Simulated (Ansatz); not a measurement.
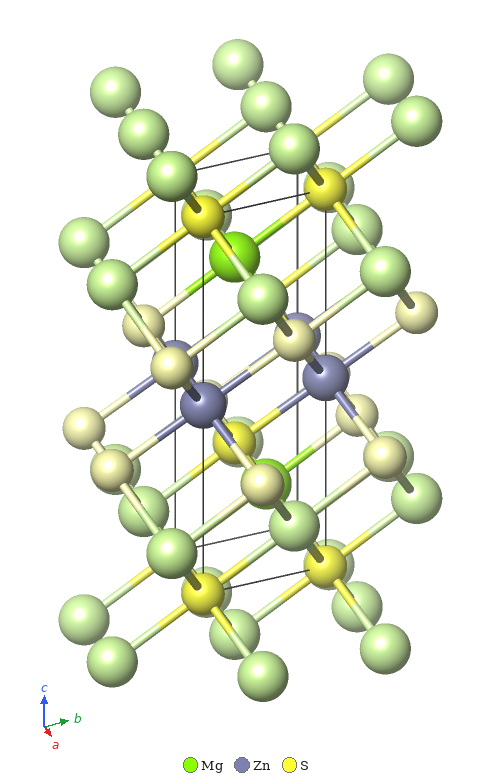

Ball-and-stick model, viewed slightly off an axis. The simulation cell is drawn as a box. The first bonded neighbours in the surrounding cells are also shown, in fainter colours.

This input was run:
```yaml
crystal:
  lattice:
    - [3.6728219212, 0.0, 0.0]
    - [-1.8364109606, 3.1807570873, 0.0]
    - [0.0, 0.0, 8.977185002]
  atoms:
    - { symbol: Mg, position: [0.6666666667, 0.3333333333, 0.8314077185] }
    - { symbol: Mg, position: [0.3333333333, 0.6666666667, 0.1685922815] }
    - { symbol: Zn, position: [0.0, 0.0, 0.5] }
    - { symbol: S, position: [0.3333333333, 0.6666666667, 0.6609780913] }
    - { symbol: S, position: [0.6666666667, 0.3333333333, 0.3390219087] }
    - { symbol: S, position: [0.0, 0.0, 0.0] }
basis:
  ecutwfc: 420
kpoints:
  mp_grid: { grid: [12, 12, 4] }
  band_path:
    path:
      - [[0.0, 0.0, 0.0], [0.5, 0.0, 0.0], [0.33333333, 0.33333333, 0.0], [0.0, 0.0, 0.0], [0.0, 0.0, 0.5], [0.5, 0.0, 0.5], [0.33333333, 0.33333333, 0.5], [0.0, 0.0, 0.5]]
      - [[0.5, 0.0, 0.5], [0.5, 0.0, 0.0]]
      - [[0.33333333, 0.33333333, 0.5], [0.33333333, 0.33333333, 0.0]]
    npoints: 14
hamiltonian:
  xc: pbe
scf:
  occupations: { method: gaussian, width: 0.02 }
  n_extra_bands: 15
output:
  forces: true
  stress: true
  eigenvalues: true
  populations: true
  dos: { projected: true, de: 0.02, nscf_kmesh: { grid: [18, 18, 6] } }
  bader: true
  write_density: true
  write_potential: true
  elf: true
  volumetric_format: npy
```
Run as:
```sh
ansatz run input.yaml --threads 1 --pin off --max-ram 2560MiB --backend cpu --events-out ev --progress --plain --runs-dir out
```

Computational set-up: Ansatz 0.2.0, DFT PBE, scalar-relativistic, plane waves, PAW, a 420 eV plane-wave basis, a 12×12×4 sampling of the Brillouin zone, Gaussian smearing of 0.02 eV, no spin polarisation.

Q: How charged are the atoms, by the Bader scheme?

A: Mg +1.67 e; Zn +0.98 e; S -1.67 to -1.32 e. The transfer is large, as in an ionic solid.

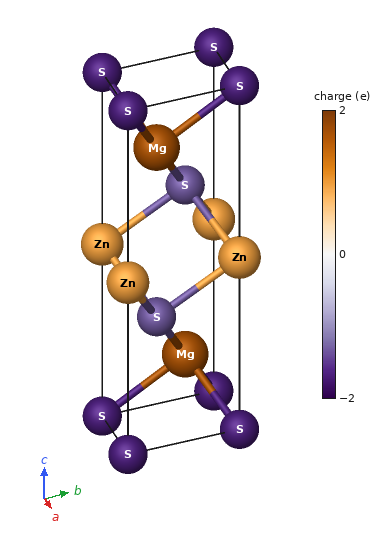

The atoms coloured by those charges.

The structure comes from a structure type filled with these elements by a generator (whether the compound takes this form wasn't checked). Earlier steps of the study may have refined or changed the cell and positions. A calculation with Ansatz used it as input.
